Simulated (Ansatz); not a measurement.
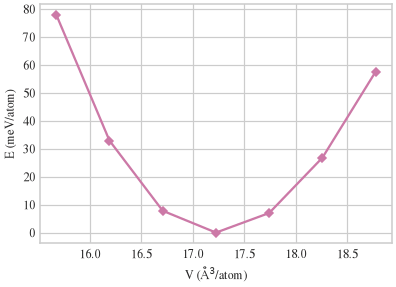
NbSi in space group I4_1md (No. 109; Nb on 4a, Si on 4a) under volume change, DFT-PBE in the program Ansatz with PAW potentials, shape and atoms relaxed at each volume.

### Question
What does a third-order Birch–Murnaghan fit give for V₀, B₀ and B′?

### Answer
V₀ = 17.23 Å³/atom, B₀ = 153 GPa, B′ = 4.0.

The cell is a constructed one: a structure type filled with these elements; neither database checked (COD, Materials Project) lists it. Whether it is the stable phase at ambient conditions was not checked. The PBE relaxation kept the symmetry of its start; whether a distortion lowers the energy is not shown. No spin polarisation was allowed.

Potentials: the later of the program's two PAW sets.
